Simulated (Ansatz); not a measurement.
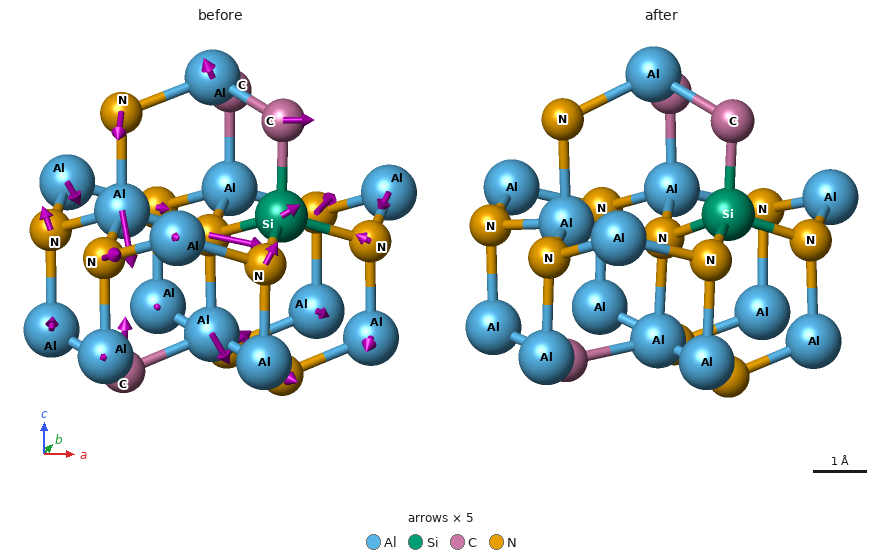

The structure of a crystal of Al36Si12C12N36 (a generated structure, set up in P1) before (left) and after (right) a relaxation, at one scale. The purple arrows give the displacements (the part carried along by the change of the cell is left out), 5 times their true length.

Style: ball-and-stick. Shown: the atoms within 4.2 Å of the atom that moves most (axes of the cell of the calculation (origin shifted)), slightly off an axis.

The calculation used Ansatz 0.2.0, DFT, PBEsol, PAW, plane waves. Set-up: plane-wave cutoff 420 eV; k-point mesh 1 × 1 × 1; mesh shifted by (0.25, 0.25, 0.25); no spin polarisation; cell relaxed at fixed alpha, beta, gamma; force threshold 0.03 eV/Å; at most 80 steps.

**What changed between the two?**

The energy falls by 107 meV per atom in 6 geometry steps. The largest force component goes from 4 to 0.019 eV/Å. Pressure: 2.14 GPa at the start and 0.01 GPa at the end. The largest moves relative to the cell, 0.23 Å, are those of Al and N atoms. By element the largest moves are N 0.23 Å, Al 0.23 Å, C 0.22 Å, Si 0.10 Å. The drawn cell changes as follows: a 9.313 → 9.367 Å (+0.6 %), b 10.754 → 10.798 Å (+0.4 %), c 9.999 → 9.976 Å (−0.2 %); the volume changes by +0.8 %. Some distances before and after: Al–C 1.903 → 2.035 Å, Al–N 1.942 → 1.813 Å, Al–N 1.906 → 2.035 Å, N–Si 1.877 → 1.757 Å. Bond angles that change, for instance: N–Al–N 107.1° → 97.1°, N–Al–N 108.5° → 98.7°, Al–N–Al 109.3° → 99.6°. The space group stays P1 (No. 1).
